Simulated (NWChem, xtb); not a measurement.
# How methods differ on CH4Ga (SMILES [CH3][GaH])

CH4Ga has 6 atoms, charge 0, and is taken as a doublet. SMILES: `[CH3][GaH]`. The shape is that of a PBE0-D4/def2-TZVP optimisation.

Each level gives the electronic atomisation energy (eV). The values are calculated. Electronic energies at fixed atoms, without zero-point motion or spin-orbit coupling.

```tsv
level	kind	program	value (eV)	CPU time (all runs)
GFN2-xTB	semi-empirical	xtb	22.93	under 2 s
GFN0-xTB	semi-empirical	xtb	23.78	under 2 s
GFN1-xTB	semi-empirical	xtb	27.09	under 2 s
USVWN5/6-31G* (spherical functions)	LDA	NWChem	20.25	12 s
USVWN5/3-21G	LDA	NWChem	21.30	4.8 s
USVWN5/6-31G	LDA	NWChem	20.48	10 s
USVWN5/6-31G** (spherical functions)	LDA	NWChem	20.41	13 s
USVWN5/6-311G**	LDA	NWChem	20.22	14 s
```

All-electron rows without a relativistic Hamiltonian named are non-relativistic. The values span 20.22 to 27.09 eV. The xTB rows lack spin polarisation, so open shells miss the exchange term that lowers them. Without the sets that lack polarisation functions the rows with a basis span only 20.22 to 20.41 eV. CPU times are rough (shared hosts, several kinds of processor): they show what a rung costs within a factor of a few.

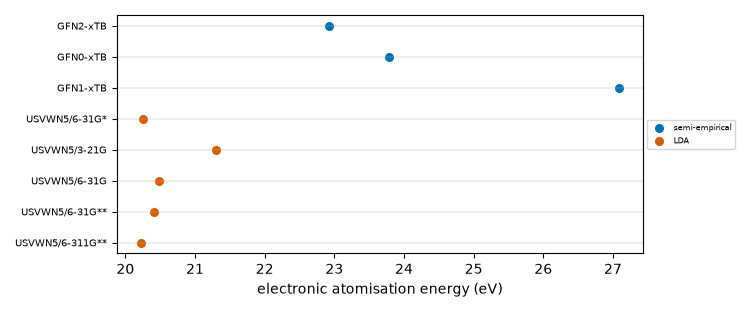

The values of the table, level by level.
